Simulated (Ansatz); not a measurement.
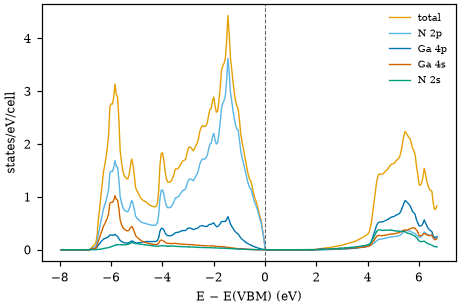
Figure. Total and projected density of states of GaN (wurtzite, P6_3mc), plane-wave PAW PBE (Ansatz code)

### Question
Which orbitals carry the states next to the gap?

### Answer
Top 1 eV of the valence band: N 2p 88 %, Ga 4p 8 %. Bottom 1 eV of the conduction band: N 2s 37 %, Ga 4s 35 %, N 2p 18 %, Ga 4p 8 %. Projections are on Löwdin-orthogonalised atomic valence shells; empty p or d shells of many metals are not among them.

### Question
Where is the tallest occupied peak in this window, and what makes it?

### Answer
Near -1.4 eV, about 4.4 states/eV per cell; the largest projected share is N 2p.

The cell was relaxed with PBE under the symmetry of its start. Scalar-relativistic: spin–orbit coupling is off unless named, which matters more the heavier the elements.

Potentials: the later of the program's two PAW sets.
